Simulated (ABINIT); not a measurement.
# A GW chain in ABINIT: Diamond (Fd-3m, 2 atoms a cell)

Wanted: ground state, empty states, screening and self-energy for Diamond (Fd-3m, 2 atoms a cell).

Calculated with ABINIT 10.8.3; PBE and many-body steps on it, plane waves.

**What was measured.**

- Gap 5.5 eV: band gap, experimental literature value; bulk crystal (quoted in “Fermi level pinning by defects can explain the large reported carbon 1s binding energy variations in diamond”, 2019, arxiv:1902.02958).

- Gap 5.47 eV: experimental band gap used as input; bulk crystal (quoted in “Enhanced Electron Emission Performance and Air‐Surface Stability in ScO‐Terminated Diamond for Thermionic Energy Converters”, 2024, pmc:11600692).

Most raw output is cut from this account.

## Step 1: The starting structure

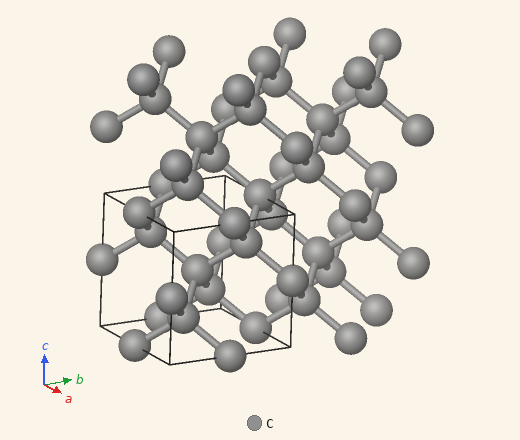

The cell as given, slightly off an axis (carbon grey). 1×2×2 cells are drawn. This picture shows the conventional cell, with its axes. Some periodic images of atoms are drawn too.

The cell and positions come from the Crystallography Open Database and are kept as given unless a step says otherwise.

## Step 2: Ground state

This step: ABINIT 10.8.3; DFT, PBE, plane waves, norm-conserving pseudopotentials.

The ground-state density comes first.

Input file run.abi:

```
acell 3*1.0 Angstrom
rprim 
  -0.000000000000 1.783370000000 1.783370000000
  1.783370000000 -0.000000000000 1.783370000000
  1.783370000000 1.783370000000 0.000000000000
ntypat 1
znucl 6
natom 2
typat 1 1
xred 
  0.000000000000 0.000000000000 -0.000000000000
  0.250000000000 0.250000000000 0.250000000000
pp_dirpath "pseudos"
pseudos "C.upf"
ecut 37
ngkpt 10 10 10
nshiftk 1
shiftk 0 0 0
kptopt 1
chksymbreak 0
nband 9
occopt 1
tolvrs 1e-10
nstep 60
prtwf 0
optforces 0
optstress 0
indata_prefix "in"
outdata_prefix "out"
tmpdata_prefix "tmp"
```

The run is started by

```
$ OMP_NUM_THREADS=1 mpirun -n 4 abinit run.abi > log
```

It took 3.9 s on 4 MPI ranks of Arm Neoverse V1, shared host; peak memory 0.24 GiB; 15 s of CPU time.

Numbers from this step:

| Property | Result |
| --- | --- |
| total energy | -327.5546 eV |
| gap | 4.229 eV |
| k of the valence top | 0, 0, 0 |
| k of the conduction bottom | 0.4, 0.4, 0 |
| least direct gap | 5.626 eV |

The gap is indirect, with the least direct gap 1.40 eV higher.

## Step 3: Bands along the symmetry lines

Levels along a band path, at the cheap level, show where the edges lie and whether the meshes to come will hold them.

Input file run.abi:

```
acell 3*1.0 Angstrom
rprim 
  -0.000000000000 1.783370000000 1.783370000000
  1.783370000000 -0.000000000000 1.783370000000
  1.783370000000 1.783370000000 0.000000000000
ntypat 1
znucl 6
natom 2
typat 1 1
xred 
  0.000000000000 0.000000000000 -0.000000000000
  0.250000000000 0.250000000000 0.250000000000
pp_dirpath "pseudos"
pseudos "C.upf"
ecut 37
iscf -2
irdden 1
kptopt 0
nkpt 50
kpt 
  0.00000000 0.00000000 0.00000000
  0.06250000 0.00000000 0.06250000
  0.12500000 0.00000000 0.12500000
  0.18750000 0.00000000 0.18750000
  0.25000000 0.00000000 0.25000000
  0.31250000 0.00000000 0.31250000
  0.37500000 0.00000000 0.37500000
  0.43750000 0.00000000 0.43750000
  0.50000000 0.00000000 0.50000000
  0.51562500 0.03125000 0.51562500
  0.53125000 0.06250000 0.53125000
  0.54687500 0.09375000 0.54687500
  0.56250000 0.12500000 0.56250000
  0.57812500 0.15625000 0.57812500
  0.59375000 0.18750000 0.59375000
  0.60937500 0.21875000 0.60937500
  0.62500000 0.25000000 0.62500000
  0.37500000 0.37500000 0.75000000
  0.32812500 0.32812500 0.65625000
  0.28125000 0.28125000 0.56250000
  0.23437500 0.23437500 0.46875000
  0.18750000 0.18750000 0.37500000
  0.14062500 0.14062500 0.28125000
  0.09375000 0.09375000 0.18750000
  0.04687500 0.04687500 0.09375000
  0.00000000 0.00000000 0.00000000
  0.06250000 0.06250000 0.06250000
  0.12500000 0.12500000 0.12500000
  0.18750000 0.18750000 0.18750000
  0.25000000 0.25000000 0.25000000
  0.31250000 0.31250000 0.31250000
  0.37500000 0.37500000 0.37500000
  0.43750000 0.43750000 0.43750000
  0.50000000 0.50000000 0.50000000
  0.50000000 0.46875000 0.53125000
  0.50000000 0.43750000 0.56250000
  0.50000000 0.40625000 0.59375000
  0.50000000 0.37500000 0.62500000
  0.50000000 0.34375000 0.65625000
  0.50000000 0.31250000 0.68750000
  0.50000000 0.28125000 0.71875000
  0.50000000 0.25000000 0.75000000
  0.50000000 0.21875000 0.71875000
  0.50000000 0.18750000 0.68750000
  0.50000000 0.15625000 0.65625000
  0.50000000 0.12500000 0.62500000
  0.50000000 0.09375000 0.59375000
  0.50000000 0.06250000 0.56250000
  0.50000000 0.03125000 0.53125000
  0.50000000 0.00000000 0.50000000
istwfk *1
nband 14
nbdbuf 5
tolwfr 1e-07
nstep 50
prtwf 0
prtvol 0
indata_prefix "in"
outdata_prefix "out"
tmpdata_prefix "tmp"
```

It took 3 s on 4 MPI ranks; peak memory 0.21 GiB; 12 s of CPU time.

Numbers from this step:

```
gap                        : 4.190 eV
k of the valence top       : 0, 0, 0
k of the conduction bottom : 0.375, 0, 0.375
least direct gap           : 5.626 eV
```

The gap is 4.190 eV, −0.039 eV from the run before at this level.

Electronic bands along the path, in eV, zero at the top of the highest filled band; v1 is the highest filled band, c1 the lowest empty one:

| point | v4 | v3 | v2 | v1 | c1 | c2 | c3 | c4 |
| --- | --- | --- | --- | --- | --- | --- | --- | --- |
| Γ | -21.49 | 0.00 | 0.00 | 0.00 | 5.63 | 5.63 | 5.63 | 13.33 |
| X | -12.78 | -12.78 | -6.32 | -6.32 | 4.83 | 4.83 | 16.82 | 16.82 |
| U | -12.99 | -11.74 | -9.33 | -5.38 | 5.74 | 10.80 | 14.40 | 15.64 |
| jump to K | -12.99 | -11.74 | -9.33 | -5.38 | 5.74 | 10.80 | 14.40 | 15.64 |
| Γ | -21.49 | 0.00 | 0.00 | 0.00 | 5.63 | 5.63 | 5.63 | 13.33 |
| L | -15.71 | -13.39 | -2.81 | -2.81 | 8.52 | 8.52 | 8.90 | 15.71 |
| W | -11.99 | -11.99 | -8.33 | -8.33 | 10.68 | 10.68 | 12.35 | 12.35 |
| X | -12.78 | -12.78 | -6.32 | -6.32 | 4.83 | 4.83 | 16.82 | 16.82 |

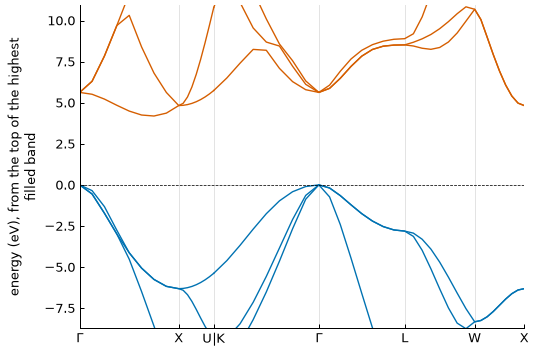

Electronic bands along the path; lines of filled and empty bands in two colours.

## Step 4: Empty states on the mesh, 8×8×8 mesh, 74 bands

The sums over transitions need many empty states on a uniform mesh; this step solves for them.

Input file run.abi:

```
acell 3*1.0 Angstrom
rprim 
  -0.000000000000 1.783370000000 1.783370000000
  1.783370000000 -0.000000000000 1.783370000000
  1.783370000000 1.783370000000 0.000000000000
ntypat 1
znucl 6
natom 2
typat 1 1
xred 
  0.000000000000 0.000000000000 -0.000000000000
  0.250000000000 0.250000000000 0.250000000000
pp_dirpath "pseudos"
pseudos "C.upf"
ecut 37
ngkpt 8 8 8
nshiftk 1
shiftk 0 0 0
kptopt 1
chksymbreak 0
irdden 1
istwfk *1
nband 74
prtvol 0
optdriver 6
gwr_task "HDIAGO"
paral_kgb 0
occopt 1
indata_prefix "in"
outdata_prefix "out"
tmpdata_prefix "tmp"
```

It took 8 s on 4 MPI ranks; peak memory 0.38 GiB.

Numbers from this step:

| Item | Value |
| --- | --- |
| gap | 4.190 eV |
| k of the valence top | 0, 0, 0 |
| k of the conduction bottom | 0.375, 0.375, 0 |
| least direct gap | 5.626 eV |
| k points computed | 29 |
| lowest point of the top converged band, above the valence top | 157.2196 eV |

On this mesh the gap is 4.190 eV.

## Step 5: Screening, 8×8×8 mesh, 66 bands, screening to 244.9 eV

The RPA dielectric matrix is built and inverted for each q.

This step: RPA screening on PBE, plane waves, norm-conserving pseudopotentials.

run.abi, as its differences from that of step 4:

```diff
@@ -20,10 +20,11 @@
 chksymbreak 0
-irdden 1
 istwfk *1
-nband 74
-prtvol 0
-optdriver 6
-gwr_task "HDIAGO"
-paral_kgb 0
 occopt 1
+irdwfk 1
+optdriver 3
+nband 66
+ecuteps 9
+inclvkb 2
+awtr 1
+symchi 1
 indata_prefix "in"
```

Run time: 49 s. Hardware: 4 MPI ranks; peak memory 0.66 GiB.

Numbers from this step:

```yaml
eps_infinity_with_local_fields_on_this_mesh_along_the_program_s_q_direction: 5.512
the_same_without_local_fields: 5.949
plasma_frequency: 31.18 eV
plane_waves_in_the_screening_matrix: 113
```

Local fields lower ε∞ by 7 %.

## Step 6: Self-energy, 8×8×8 mesh, 66 bands, screening to 244.9 eV

The self-energy is evaluated for the states that the input lists, and the levels follow from it, in one-shot runs by the linearised quasiparticle equation.

This step: G0W0 on PBE, plane waves, norm-conserving pseudopotentials.

Input file run.abi:

```
acell 3*1.0 Angstrom
rprim 
  -0.000000000000 1.783370000000 1.783370000000
  1.783370000000 -0.000000000000 1.783370000000
  1.783370000000 1.783370000000 0.000000000000
ntypat 1
znucl 6
natom 2
typat 1 1
xred 
  0.000000000000 0.000000000000 -0.000000000000
  0.250000000000 0.250000000000 0.250000000000
pp_dirpath "pseudos"
pseudos "C.upf"
ecut 37
ngkpt 8 8 8
nshiftk 1
shiftk 0 0 0
kptopt 1
chksymbreak 0
istwfk *1
occopt 1
irdwfk 1
optdriver 4
nband 66
gwcalctyp 0
ecutsigx 37
symsigma 1
nkptgw 29
kptgw 
  0.0000000000 0.0000000000 0.0000000000
  0.1250000000 0.0000000000 0.0000000000
  0.2500000000 0.0000000000 0.0000000000
  0.3750000000 0.0000000000 0.0000000000
  0.5000000000 0.0000000000 0.0000000000
  0.1250000000 0.1250000000 0.0000000000
  0.2500000000 0.1250000000 0.0000000000
  0.3750000000 0.1250000000 0.0000000000
  0.5000000000 0.1250000000 0.0000000000
  -0.3750000000 0.1250000000 0.0000000000
  -0.2500000000 0.1250000000 0.0000000000
  -0.1250000000 0.1250000000 0.0000000000
  0.2500000000 0.2500000000 0.0000000000
  0.3750000000 0.2500000000 0.0000000000
  0.5000000000 0.2500000000 0.0000000000
  -0.3750000000 0.2500000000 0.0000000000
  -0.2500000000 0.2500000000 0.0000000000
  0.3750000000 0.3750000000 0.0000000000
  0.5000000000 0.3750000000 0.0000000000
  -0.3750000000 0.3750000000 0.0000000000
  0.5000000000 0.5000000000 0.0000000000
  0.3750000000 0.2500000000 0.1250000000
  0.5000000000 0.2500000000 0.1250000000
  -0.3750000000 0.2500000000 0.1250000000
  0.5000000000 0.3750000000 0.1250000000
  -0.3750000000 0.3750000000 0.1250000000
  -0.2500000000 0.3750000000 0.1250000000
  -0.3750000000 0.5000000000 0.1250000000
  -0.2500000000 0.5000000000 0.2500000000
bdgw 
  1 8
  1 8
  1 8
  1 8
  1 8
  1 8
  1 8
  1 8
  1 8
  1 8
  1 8
  1 8
  1 8
  1 8
  1 8
  1 8
  1 8
  1 8
  1 8
  1 8
  1 8
  1 8
  1 8
  1 8
  1 8
  1 8
  1 8
  1 8
  1 8
ecuteps 9
irdscr 1
ppmodel 1
indata_prefix "in"
outdata_prefix "out"
tmpdata_prefix "tmp"
```

The job ended after 9.4 min (4 MPI ranks; peak memory 1.1 GiB; 38 min of CPU time).

Numbers from this step:

```yaml
g0w0_gap_on_the_mesh: 5.475 eV
starting_gap_on_the_mesh: 4.190 eV
k_of_the_valence_top: 0, 0, 0
k_of_the_conduction_bottom: 0.375, 0.375, 0
z_at_the_valence_top: 0.831
z_at_the_conduction_bottom: 0.842
least_direct_g0w0_gap_on_the_computed_points: 7.406 eV
```

The gap on the mesh goes from 4.19 eV to 5.47 eV, a correction of +1.28 eV. The start differs from the 4.23 eV found before because the two sample other k points.

Limits: finite bands, cutoff and mesh. v1 is the top filled band, c1 the lowest empty one. Levels before and after the correction, in eV, zero at the valence-band top of each column:

```
           conduction bottom  valence top
Kohn-Sham               4.19         0.00
     G0W0               5.47         0.00
```

```csv
,level,energy (eV)
Kohn-Sham,Γ v3-v1,0.000
Kohn-Sham,Γ c1-c3,5.626
Kohn-Sham,(0.375 0.375 0) v3,-8.593
Kohn-Sham,(0.375 0.375 0) v2-v1,-5.754
Kohn-Sham,(0.375 0.375 0) c1,4.190
Kohn-Sham,(0.375 0.375 0) c2,6.803
Kohn-Sham,(0.375 0.375 0) c3,15.146
G0W0,Γ v3-v1,0.000
G0W0,Γ c1-c3,7.406
G0W0,(0.375 0.375 0) v3,-9.360
G0W0,(0.375 0.375 0) v2-v1,-6.132
G0W0,(0.375 0.375 0) c1,5.475
G0W0,(0.375 0.375 0) c2,8.068
G0W0,(0.375 0.375 0) c3,17.347
```

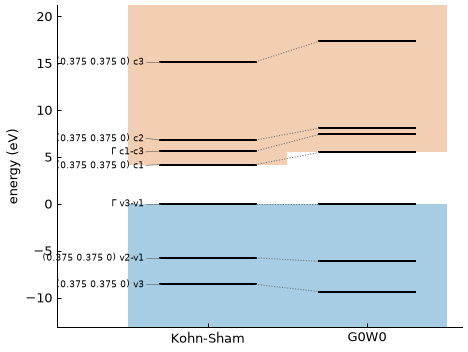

Levels before and after the correction. Shaded: valence and conduction bands.

## Step 7: Where the time went

Times are wall times on 4 MPI ranks of Arm Neoverse V1, shared host, good to a factor of about two.

```
                          step     time  share  memory (GiB)
                  ground state    3.9 s    1 %          0.24
bands along the symmetry lines      3 s    0 %          0.21
      empty states on the mesh      8 s    1 %          0.38
                     screening     49 s    8 %          0.66
                   self-energy  9.4 min   90 %           1.1
```

## Step 8: What came out

| Quantity | Value |
| --- | --- |
| PBE gap | 4.19 eV, indirect |
| G0W0 gap on the mesh | 5.47 eV |
| GW settings | 8×8×8 mesh, 66 bands, screening to 244.9 eV, Godby-Needs plasmon pole |
| known limits | not at the basis limit |

G0W0 moves the gap on the mesh from 4.19 eV to 5.47 eV (+1.28 eV), with Z of 0.83 and 0.84 at the edges. Local fields lower the RPA ε∞ on this mesh from 5.95 to 5.51. The dearest step here is «self-energy». Against experiment, by G0W0@PBE: the gap of 5.47 eV lies −0.03 eV from the measured 5.5 eV (kind not stated, quoted 2019); the gap of 5.47 eV lies +0.005 eV from the measured 5.47 eV (kind not stated, quoted 2024). The calculation has static nuclei and no excitons; a measured gap holds zero-point and thermal motion, which mostly lowers it. Bands and cutoff are finite, so the gap is not at the basis limit. The miss can reach some tenths of an eV and take either sign; the mesh is an error of its own.

[Paths, hosts, dates, memory and timing lines, banners, echoed tables and standing remarks are left out of the program output.]

[Logs are printed without paths, hosts, clocks, repeated set-up lines and the standing remarks that a program may print on its own settings, such as how far it seeks lower states.]

[Runs of the session that timed out or met a known fault of the program may be left out.]

[No measured gap is set beside runs whose start may be inverted or whose files or cutoffs have a known fault.]

[Hosts, paths, dates, database ids (printed as entryN), source tags and the programs' standing remarks are cut or masked in the printed files.]

[G0W0 gaps are taken among the corrected bands and points alone; a level outside them can change the order at an edge.]

[Where Ansatz stands beside ABINIT at settings called matched, ABINIT's density can come from a denser mesh and the files from another edition; pairs whose starting gaps differed by over 0.03 eV were left out, so agreement reads better than it is.]
